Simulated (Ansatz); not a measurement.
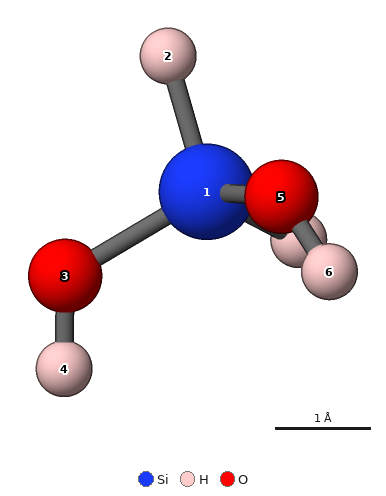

Fig. 1: The structure as given in the input (ball-and-stick view, seen at a tilt; atoms are numbered from 1 in the order of the input). Bond lengths as drawn: H–O 0.98 Å, H–Si 1.49 to 1.53 Å and O–Si 1.74 Å.

Molecular dynamics, with input and output: SiH₄O₂ (part 1 of 2)

SiH₄O₂, computed with RKS PBE-D4/6-31G (Ansatz 0.2.0).

It belongs to a series of runs on one base structure; here: dynamics from the start. Figures and captions count atoms from 1; the log counts them from 0 in places.

## The program's output
```
Engine: ansatz 0.2.0, aarch64-unknown-linux-gnu
Functional definition: PBE
  parameter kappa = 0.804
  parameter beta = 0.06672455060314922
  exchange = pbe_x(kappa = kappa, mu = beta*pi^2/3)
  correlation = pbe_c(beta = beta)
466 factors; integrals over basis functions are off by at most 1.6e-4 eV
mean field evaluation 1: about -12017.1361 eV, gradient 7.4e1 eV
mean field evaluation 2: about -11964.4165 eV, gradient 1.7e2 eV
mean field evaluation 4: about -12026.8134 eV, gradient 3.1e0 eV
mean field evaluation 8: about -12026.8451 eV, gradient 1.6e-1 eV
mean field evaluation 16: about -12026.8452 eV, gradient 6.4e-6 eV
mean field -12026.84517582 eV, -441.9784081229 hartree, gradient 6.4e-6 eV, S^2 0.000000; 0 other end points of the search recorded, 0 dependent functions left out
the calculation of the forces begins
reference -12026.84520904 eV, -441.9784093438 hartree; 17, 17 occupied and 22, 22 virtual orbitals, 466 factors
md step     0: t =     0.00 fs  T =   300.0 K  F+E_penalty+E_count = -12026.93694431 eV  E_kin = 0.193890 eV  conserved = -12026.74305432 eV  (24 SCF iters)
these checks for a lower state are left out or cut short: starts, cluster_reference, orbital_swaps, neighbouring_geometries, increment
466 factors; integrals over basis functions are off by at most 1.6e-4 eV
mean field -12026.83830647 eV, -441.9781556791 hartree, gradient 2.6e-5 eV, S^2 0.000000; 0 other end points of the search recorded, 0 dependent functions left out
the calculation of the forces begins
reference -12026.83833973 eV, -441.9781569011 hartree; 17, 17 occupied and 22, 22 virtual orbitals, 466 factors
md step     1: t =     0.50 fs  T =   289.4 K  F+E_penalty+E_count = -12026.92998058 eV  E_kin = 0.187047 eV  conserved = -12026.74293363 eV  (26 SCF iters)
[... from here on the SCF iterations and repeated set-up lines of each step are left out, up to the last step ...]
md step     2: t =     1.00 fs  T =   261.5 K  F+E_penalty+E_count = -12026.91144466 eV  E_kin = 0.168980 eV  conserved = -12026.74246487 eV  (26 SCF iters)
md step     3: t =     1.50 fs  T =   227.3 K  F+E_penalty+E_count = -12026.88873491 eV  E_kin = 0.146878 eV  conserved = -12026.74185826 eV  (26 SCF iters)
md step     4: t =     2.00 fs  T =   200.7 K  F+E_penalty+E_count = -12026.87115526 eV  E_kin = 0.129686 eV  conserved = -12026.74147374 eV  (26 SCF iters)
md step     5: t =     2.50 fs  T =   190.3 K  F+E_penalty+E_count = -12026.86455289 eV  E_kin = 0.123010 eV  conserved = -12026.74155179 eV  (21 SCF iters)
md step     6: t =     3.00 fs  T =   194.7 K  F+E_penalty+E_count = -12026.86780525 eV  E_kin = 0.125821 eV  conserved = -12026.74200095 eV  (26 SCF iters)
md step     7: t =     3.50 fs  T =   203.7 K  F+E_penalty+E_count = -12026.87413557 eV  E_kin = 0.131670 eV  conserved = -12026.74249144 eV  (26 SCF iters)
md step     8: t =     4.00 fs  T =   206.2 K  F+E_penalty+E_count = -12026.87595780 eV  E_kin = 0.133257 eV  conserved = -12026.74273766 eV  (26 SCF iters)
md step     9: t =     4.50 fs  T =   195.9 K  F+E_penalty+E_count = -12026.86923434 eV  E_kin = 0.126619 eV  conserved = -12026.74266576 eV  (26 SCF iters)
md step    10: t =     5.00 fs  T =   174.0 K  F+E_penalty+E_count = -12026.85478823 eV  E_kin = 0.112478 eV  conserved = -12026.74237619 eV  (26 SCF iters)
md step    11: t =     5.50 fs  T =   147.0 K  F+E_penalty+E_count = -12026.83692502 eV  E_kin = 0.094979 eV  conserved = -12026.74202638 eV  (26 SCF iters)
md step    12: t =     6.00 fs  T =   122.8 K  F+E_penalty+E_count = -12026.82103501 eV  E_kin = 0.079381 eV  conserved = -12026.74174862 eV  (22 SCF iters)
md step    13: t =     6.50 fs  T =   108.2 K  F+E_penalty+E_count = -12026.81146847 eV  E_kin = 0.069954 eV  conserved = -12026.74162424 eV  (22 SCF iters)
md step    14: t =     7.00 fs  T =   106.2 K  F+E_penalty+E_count = -12026.81017328 eV  E_kin = 0.068612 eV  conserved = -12026.74168736 eV  (22 SCF iters)
md step    15: t =     7.50 fs  T =   115.0 K  F+E_penalty+E_count = -12026.81611617 eV  E_kin = 0.074331 eV  conserved = -12026.74192963 eV  (21 SCF iters)
md step    16: t =     8.00 fs  T =   128.9 K  F+E_penalty+E_count = -12026.82544054 eV  E_kin = 0.083313 eV  conserved = -12026.74229521 eV  (26 SCF iters)
md step    17: t =     8.50 fs  T =   139.2 K  F+E_penalty+E_count = -12026.83242919 eV  E_kin = 0.089954 eV  conserved = -12026.74267043 eV  (26 SCF iters)
md step    18: t =     9.00 fs  T =   137.3 K  F+E_penalty+E_count = -12026.83138798 eV  E_kin = 0.088728 eV  conserved = -12026.74288686 eV  (26 SCF iters)
md step    19: t =     9.50 fs  T =   118.8 K  F+E_penalty+E_count = -12026.81929097 eV  E_kin = 0.076771 eV  conserved = -12026.74277779 eV  (25 SCF iters)
md step    20: t =    10.00 fs  T =    87.0 K  F+E_penalty+E_count = -12026.79823414 eV  E_kin = 0.056217 eV  conserved = -12026.74230220 eV  (26 SCF iters)
md step    21: t =    10.50 fs  T =    53.3 K  F+E_penalty+E_count = -12026.77583332 eV  E_kin = 0.034477 eV  conserved = -12026.74166150 eV  (27 SCF iters)
md step    22: t =    11.00 fs  T =    32.6 K  F+E_penalty+E_count = -12026.76199011 eV  E_kin = 0.021065 eV  conserved = -12026.74124328 eV  (22 SCF iters)
md step    23: t =    11.50 fs  T =    34.2 K  F+E_penalty+E_count = -12026.76307832 eV  E_kin = 0.022076 eV  conserved = -12026.74133154 eV  (21 SCF iters)
md step    24: t =    12.00 fs  T =    56.1 K  F+E_penalty+E_count = -12026.77778129 eV  E_kin = 0.036280 eV  conserved = -12026.74184731 eV  (21 SCF iters)
md step    25: t =    12.50 fs  T =    86.9 K  F+E_penalty+E_count = -12026.79822072 eV  E_kin = 0.056165 eV  conserved = -12026.74243087 eV  (26 SCF iters)
md step    26: t =    13.00 fs  T =   112.8 K  F+E_penalty+E_count = -12026.81525493 eV  E_kin = 0.072916 eV  conserved = -12026.74275542 eV  (26 SCF iters)
md step    27: t =    13.50 fs  T =   125.7 K  F+E_penalty+E_count = -12026.82347436 eV  E_kin = 0.081216 eV  conserved = -12026.74272738 eV  (26 SCF iters)
md step    28: t =    14.00 fs  T =   125.2 K  F+E_penalty+E_count = -12026.82286286 eV  E_kin = 0.080940 eV  conserved = -12026.74244983 eV  (26 SCF iters)
md step    29: t =    14.50 fs  T =   117.5 K  F+E_penalty+E_count = -12026.81742105 eV  E_kin = 0.075914 eV  conserved = -12026.74209224 eV  (26 SCF iters)
md step    30: t =    15.00 fs  T =   110.5 K  F+E_penalty+E_count = -12026.81259837 eV  E_kin = 0.071441 eV  conserved = -12026.74179887 eV  (26 SCF iters)
md step    31: t =    15.50 fs  T =   111.4 K  F+E_penalty+E_count = -12026.81298419 eV  E_kin = 0.072026 eV  conserved = -12026.74165781 eV  (21 SCF iters)
md step    32: t =    16.00 fs  T =   123.6 K  F+E_penalty+E_count = -12026.82082281 eV  E_kin = 0.079880 eV  conserved = -12026.74170587 eV  (21 SCF iters)
md step    33: t =    16.50 fs  T =   145.9 K  F+E_penalty+E_count = -12026.83537648 eV  E_kin = 0.094281 eV  conserved = -12026.74193424 eV  (21 SCF iters)
md step    34: t =    17.00 fs  T =   172.8 K  F+E_penalty+E_count = -12026.85306663 eV  E_kin = 0.111709 eV  conserved = -12026.74228776 eV  (27 SCF iters)
md step    35: t =    17.50 fs  T =   196.2 K  F+E_penalty+E_count = -12026.86841072 eV  E_kin = 0.126794 eV  conserved = -12026.74265596 eV  (26 SCF iters)
md step    36: t =    18.00 fs  T =   207.5 K  F+E_penalty+E_count = -12026.87583234 eV  E_kin = 0.134114 eV  conserved = -12026.74287932 eV  (26 SCF iters)
md step    37: t =    18.50 fs  T =   202.2 K  F+E_penalty+E_count = -12026.87217118 eV  E_kin = 0.130658 eV  conserved = -12026.74279945 eV  (26 SCF iters)
md step    38: t =    19.00 fs  T =   182.7 K  F+E_penalty+E_count = -12026.85902984 eV  E_kin = 0.118066 eV  conserved = -12026.74237084 eV  (26 SCF iters)
md step    39: t =    19.50 fs  T =   159.4 K  F+E_penalty+E_count = -12026.84326674 eV  E_kin = 0.103012 eV  conserved = -12026.74177070 eV  (27 SCF iters)
md step    40: t =    20.00 fs  T =   146.1 K  F+E_penalty+E_count = -12026.83414901 eV  E_kin = 0.094408 eV  conserved = -12026.74135674 eV  (25 SCF iters)
md step    41: t =    20.50 fs  T =   152.1 K  F+E_penalty+E_count = -12026.83797896 eV  E_kin = 0.098283 eV  conserved = -12026.74141148 eV  (21 SCF iters)
md step    42: t =    21.00 fs  T =   176.2 K  F+E_penalty+E_count = -12026.85394116 eV  E_kin = 0.113876 eV  conserved = -12026.74189382 eV  (21 SCF iters)
md step    43: t =    21.50 fs  T =   207.6 K  F+E_penalty+E_count = -12026.87467674 eV  E_kin = 0.134155 eV  conserved = -12026.74248405 eV  (26 SCF iters)
md step    44: t =    22.00 fs  T =   232.5 K  F+E_penalty+E_count = -12026.89097628 eV  E_kin = 0.150235 eV  conserved = -12026.74286049 eV  (26 SCF iters)
md step    45: t =    22.50 fs  T =   241.5 K  F+E_penalty+E_count = -12026.89667757 eV  E_kin = 0.156069 eV  conserved = -12026.74289887 eV  (26 SCF iters)
md step    46: t =    23.00 fs  T =   233.0 K  F+E_penalty+E_count = -12026.89076115 eV  E_kin = 0.150559 eV  conserved = -12026.74266406 eV  (26 SCF iters)
md step    47: t =    23.50 fs  T =   211.8 K  F+E_penalty+E_count = -12026.87655268 eV  E_kin = 0.136877 eV  conserved = -12026.74230176 eV  (26 SCF iters)
md step    48: t =    24.00 fs  T =   186.2 K  F+E_penalty+E_count = -12026.85954313 eV  E_kin = 0.120366 eV  conserved = -12026.74195115 eV  (26 SCF iters)
md step    49: t =    24.50 fs  T =   164.6 K  F+E_penalty+E_count = -12026.84517742 eV  E_kin = 0.106373 eV  conserved = -12026.74171165 eV  (21 SCF iters)
md step    50: t =    25.00 fs  T =   152.6 K  F+E_penalty+E_count = -12026.83721773 eV  E_kin = 0.098609 eV  conserved = -12026.74163835 eV  (21 SCF iters)
md step    51: t =    25.50 fs  T =   152.0 K  F+E_penalty+E_count = -12026.83680405 eV  E_kin = 0.098206 eV  conserved = -12026.74174780 eV  (21 SCF iters)
md step    52: t =    26.00 fs  T =   160.1 K  F+E_penalty+E_count = -12026.84218725 eV  E_kin = 0.103449 eV  conserved = -12026.74201443 eV  (26 SCF iters)
md step    53: t =    26.50 fs  T =   170.6 K  F+E_penalty+E_count = -12026.84918638 eV  E_kin = 0.110239 eV  conserved = -12026.74236011 eV  (26 SCF iters)
md step    54: t =    27.00 fs  T =   175.5 K  F+E_penalty+E_count = -12026.85249237 eV  E_kin = 0.113399 eV  conserved = -12026.74265100 eV  (26 SCF iters)
md step    55: t =    27.50 fs  T =   168.3 K  F+E_penalty+E_count = -12026.84781027 eV  E_kin = 0.108790 eV  conserved = -12026.74272464 eV  (26 SCF iters)
md step    56: t =    28.00 fs  T =   148.1 K  F+E_penalty+E_count = -12026.83433311 eV  E_kin = 0.095700 eV  conserved = -12026.74247471 eV  (26 SCF iters)
md step    57: t =    28.50 fs  T =   121.0 K  F+E_penalty+E_count = -12026.81622543 eV  E_kin = 0.078221 eV  conserved = -12026.74196539 eV  (26 SCF iters)
md step    58: t =    29.00 fs  T =    99.1 K  F+E_penalty+E_count = -12026.80145128 eV  E_kin = 0.064040 eV  conserved = -12026.74147206 eV  (26 SCF iters)
md step    59: t =    29.50 fs  T =    93.4 K  F+E_penalty+E_count = -12026.79755587 eV  E_kin = 0.060384 eV  conserved = -12026.74132177 eV  (22 SCF iters)
md step    60: t =    30.00 fs  T =   107.4 K  F+E_penalty+E_count = -12026.80682065 eV  E_kin = 0.069441 eV  conserved = -12026.74162516 eV  (22 SCF iters)
md step    61: t =    30.50 fs  T =   134.3 K  F+E_penalty+E_count = -12026.82462173 eV  E_kin = 0.086804 eV  conserved = -12026.74218087 eV  (25 SCF iters)
md step    62: t =    31.00 fs  T =   161.2 K  F+E_penalty+E_count = -12026.84236211 eV  E_kin = 0.104213 eV  conserved = -12026.74265902 eV  (26 SCF iters)
md step    63: t =    31.50 fs  T =   176.8 K  F+E_penalty+E_count = -12026.85240829 eV  E_kin = 0.114243 eV  conserved = -12026.74284651 eV  (26 SCF iters)
md step    64: t =    32.00 fs  T =   175.8 K  F+E_penalty+E_count = -12026.85146429 eV  E_kin = 0.113599 eV  conserved = -12026.74272721 eV  (26 SCF iters)
md step    65: t =    32.50 fs  T =   160.4 K  F+E_penalty+E_count = -12026.84102261 eV  E_kin = 0.103645 eV  conserved = -12026.74241350 eV  (26 SCF iters)
md step    66: t =    33.00 fs  T =   137.6 K  F+E_penalty+E_count = -12026.82576585 eV  E_kin = 0.088912 eV  conserved = -12026.74204710 eV  (26 SCF iters)
md step    67: t =    33.50 fs  T =   116.0 K  F+E_penalty+E_count = -12026.81136575 eV  E_kin = 0.074951 eV  conserved = -12026.74174442 eV  (21 SCF iters)
md step    68: t =    34.00 fs  T =   102.8 K  F+E_penalty+E_count = -12026.80259102 eV  E_kin = 0.066460 eV  conserved = -12026.74158124 eV  (21 SCF iters)
md step    69: t =    34.50 fs  T =   102.1 K  F+E_penalty+E_count = -12026.80203388 eV  E_kin = 0.066003 eV  conserved = -12026.74159530 eV  (21 SCF iters)
md step    70: t =    35.00 fs  T =   113.5 K  F+E_penalty+E_count = -12026.80947431 eV  E_kin = 0.073375 eV  conserved = -12026.74178730 eV  (21 SCF iters)
md step    71: t =    35.50 fs  T =   132.5 K  F+E_penalty+E_count = -12026.82189027 eV  E_kin = 0.085608 eV  conserved = -12026.74211344 eV  (26 SCF iters)
md step    72: t =    36.00 fs  T =   151.2 K  F+E_penalty+E_count = -12026.83422105 eV  E_kin = 0.097746 eV  conserved = -12026.74247417 eV  (26 SCF iters)
md step    73: t =    36.50 fs  T =   161.7 K  F+E_penalty+E_count = -12026.84101155 eV  E_kin = 0.104481 eV  conserved = -12026.74271789 eV  (26 SCF iters)
md step    74: t =    37.00 fs  T =   158.6 K  F+E_penalty+E_count = -12026.83879806 eV  E_kin = 0.102492 eV  conserved = -12026.74268907 eV  (26 SCF iters)
md step    75: t =    37.50 fs  T =   143.4 K  F+E_penalty+E_count = -12026.82841290 eV  E_kin = 0.092648 eV  conserved = -12026.74233437 eV  (26 SCF iters)
md step    76: t =    38.00 fs  T =   124.6 K  F+E_penalty+E_count = -12026.81559715 eV  E_kin = 0.080525 eV  conserved = -12026.74181025 eV  (26 SCF iters)
md step    77: t =    38.50 fs  T =   114.4 K  F+E_penalty+E_count = -12026.80846915 eV  E_kin = 0.073911 eV  conserved = -12026.74144806 eV  (21 SCF iters)
md step    78: t =    39.00 fs  T =   120.8 K  F+E_penalty+E_count = -12026.81252684 eV  E_kin = 0.078051 eV  conserved = -12026.74151922 eV  (21 SCF iters)
md step    79: t =    39.50 fs  T =   142.2 K  F+E_penalty+E_count = -12026.82665899 eV  E_kin = 0.091884 eV  conserved = -12026.74199122 eV  (21 SCF iters)
md step    80: t =    40.00 fs  T =   167.9 K  F+E_penalty+E_count = -12026.84361358 eV  E_kin = 0.108483 eV  conserved = -12026.74255449 eV  (27 SCF iters)
md step    81: t =    40.50 fs  T =   184.6 K  F+E_penalty+E_count = -12026.85455821 eV  E_kin = 0.119335 eV  conserved = -12026.74288623 eV  (26 SCF iters)
md step    82: t =    41.00 fs  T =   184.2 K  F+E_penalty+E_count = -12026.85399192 eV  E_kin = 0.119049 eV  conserved = -12026.74285939 eV  (24 SCF iters)
md step    83: t =    41.50 fs  T =   166.3 K  F+E_penalty+E_count = -12026.84187591 eV  E_kin = 0.107487 eV  conserved = -12026.74254726 eV  (26 SCF iters)
md step    84: t =    42.00 fs  T =   137.7 K  F+E_penalty+E_count = -12026.82271088 eV  E_kin = 0.088969 eV  conserved = -12026.74211433 eV  (26 SCF iters)
md step    85: t =    42.50 fs  T =   108.2 K  F+E_penalty+E_count = -12026.80307867 eV  E_kin = 0.069907 eV  conserved = -12026.74171849 eV  (21 SCF iters)
md step    86: t =    43.00 fs  T =    87.2 K  F+E_penalty+E_count = -12026.78914404 eV  E_kin = 0.056364 eV  conserved = -12026.74146843 eV  (21 SCF iters)
md step    87: t =    43.50 fs  T =    80.8 K  F+E_penalty+E_count = -12026.78485464 eV  E_kin = 0.052247 eV  conserved = -12026.74141946 eV  (21 SCF iters)
md step    88: t =    44.00 fs  T =    90.3 K  F+E_penalty+E_count = -12026.79099244 eV  E_kin = 0.058352 eV  conserved = -12026.74158003 eV  (22 SCF iters)
md step    89: t =    44.50 fs  T =   111.7 K  F+E_penalty+E_count = -12026.80502817 eV  E_kin = 0.072210 eV  conserved = -12026.74191147 eV  (26 SCF iters)
md step    90: t =    45.00 fs  T =   137.3 K  F+E_penalty+E_count = -12026.82177652 eV  E_kin = 0.088740 eV  conserved = -12026.74232213 eV  (26 SCF iters)
md step    91: t =    45.50 fs  T =   157.5 K  F+E_penalty+E_count = -12026.83492122 eV  E_kin = 0.101773 eV  conserved = -12026.74266529 eV  (26 SCF iters)
md step    92: t =    46.00 fs  T =   164.6 K  F+E_penalty+E_count = -12026.83937122 eV  E_kin = 0.106376 eV  conserved = -12026.74276701 eV  (26 SCF iters)
md step    93: t =    46.50 fs  T =   156.9 K  F+E_penalty+E_count = -12026.83391293 eV  E_kin = 0.101427 eV  conserved = -12026.74251507 eV  (26 SCF iters)
md step    94: t =    47.00 fs  T =   140.9 K  F+E_penalty+E_count = -12026.82276821 eV  E_kin = 0.091055 eV  conserved = -12026.74198359 eV  (26 SCF iters)
md step    95: t =    47.50 fs  T =   128.8 K  F+E_penalty+E_count = -12026.81425530 eV  E_kin = 0.083269 eV  conserved = -12026.74147819 eV  (26 SCF iters)
md step    96: t =    48.00 fs  T =   132.2 K  F+E_penalty+E_count = -12026.81610146 eV  E_kin = 0.085450 eV  conserved = -12026.74135933 eV  (22 SCF iters)
md step    97: t =    48.50 fs  T =   153.7 K  F+E_penalty+E_count = -12026.83011064 eV  E_kin = 0.099323 eV  conserved = -12026.74173609 eV  (21 SCF iters)
md step    98: t =    49.00 fs  T =   184.8 K  F+E_penalty+E_count = -12026.85057481 eV  E_kin = 0.119457 eV  conserved = -12026.74235493 eV  (26 SCF iters)
md step    99: t =    49.50 fs  T =   211.5 K  F+E_penalty+E_count = -12026.86797091 eV  E_kin = 0.136720 eV  conserved = -12026.74282767 eV  (26 SCF iters)
md step   100: t =    50.00 fs  T =   222.5 K  F+E_penalty+E_count = -12026.87475557 eV  E_kin = 0.143780 eV  conserved = -12026.74292747 eV  (26 SCF iters)
md step   101: t =    50.50 fs  T =   214.5 K  F+E_penalty+E_count = -12026.86896097 eV  E_kin = 0.138619 eV  conserved = -12026.74267454 eV  (26 SCF iters)
md step   102: t =    51.00 fs  T =   192.8 K  F+E_penalty+E_count = -12026.85412787 eV  E_kin = 0.124583 eV  conserved = -12026.74223498 eV  (25 SCF iters)
md step   103: t =    51.50 fs  T =   167.3 K  F+E_penalty+E_count = -12026.83688939 eV  E_kin = 0.108104 eV  conserved = -12026.74179365 eV  (26 SCF iters)
md step   104: t =    52.00 fs  T =   148.4 K  F+E_penalty+E_count = -12026.82409245 eV  E_kin = 0.095895 eV  conserved = -12026.74148725 eV  (21 SCF iters)
md step   105: t =    52.50 fs  T =   143.5 K  F+E_penalty+E_count = -12026.82056679 eV  E_kin = 0.092729 eV  conserved = -12026.74139106 eV  (21 SCF iters)
md step   106: t =    53.00 fs  T =   155.0 K  F+E_penalty+E_count = -12026.82784865 eV  E_kin = 0.100149 eV  conserved = -12026.74152568 eV  (21 SCF iters)
md step   107: t =    53.50 fs  T =   179.6 K  F+E_penalty+E_count = -12026.84381483 eV  E_kin = 0.116087 eV  conserved = -12026.74186196 eV  (26 SCF iters)
md step   108: t =    54.00 fs  T =   209.4 K  F+E_penalty+E_count = -12026.86317171 eV  E_kin = 0.135351 eV  conserved = -12026.74231669 eV  (26 SCF iters)
md step   109: t =    54.50 fs  T =   233.7 K  F+E_penalty+E_count = -12026.87884655 eV  E_kin = 0.151011 eV  conserved = -12026.74274718 eV  (26 SCF iters)
md step   110: t =    55.00 fs  T =   242.5 K  F+E_penalty+E_count = -12026.88430606 eV  E_kin = 0.156699 eV  conserved = -12026.74296722 eV  (26 SCF iters)
md step   111: t =    55.50 fs  T =   231.2 K  F+E_penalty+E_count = -12026.87645332 eV  E_kin = 0.149443 eV  conserved = -12026.74281939 eV  (26 SCF iters)
md step   112: t =    56.00 fs  T =   204.0 K  F+E_penalty+E_count = -12026.85791782 eV  E_kin = 0.131835 eV  conserved = -12026.74230587 eV  (26 SCF iters)
md step   113: t =    56.50 fs  T =   172.8 K  F+E_penalty+E_count = -12026.83679555 eV  E_kin = 0.111697 eV  conserved = -12026.74168385 eV  (27 SCF iters)
md step   114: t =    57.00 fs  T =   151.9 K  F+E_penalty+E_count = -12026.82262218 eV  E_kin = 0.098167 eV  conserved = -12026.74135478 eV  (21 SCF iters)
md step   115: t =    57.50 fs  T =   148.6 K  F+E_penalty+E_count = -12026.82039252 eV  E_kin = 0.096040 eV  conserved = -12026.74154557 eV  (22 SCF iters)
md step   116: t =    58.00 fs  T =   158.8 K  F+E_penalty+E_count = -12026.82723627 eV  E_kin = 0.102639 eV  conserved = -12026.74209453 eV  (28 SCF iters)
md step   117: t =    58.50 fs  T =   170.1 K  F+E_penalty+E_count = -12026.83473769 eV  E_kin = 0.109953 eV  conserved = -12026.74260934 eV  (26 SCF iters)
md step   118: t =    59.00 fs  T =   170.4 K  F+E_penalty+E_count = -12026.83473274 eV  E_kin = 0.110104 eV  conserved = -12026.74279637 eV  (26 SCF iters)
md step   119: t =    59.50 fs  T =   154.3 K  F+E_penalty+E_count = -12026.82386045 eV  E_kin = 0.099740 eV  conserved = -12026.74261752 eV  (26 SCF iters)
md step   120: t =    60.00 fs  T =   125.3 K  F+E_penalty+E_count = -12026.80440809 eV  E_kin = 0.080976 eV  conserved = -12026.74221509 eV  (26 SCF iters)
```
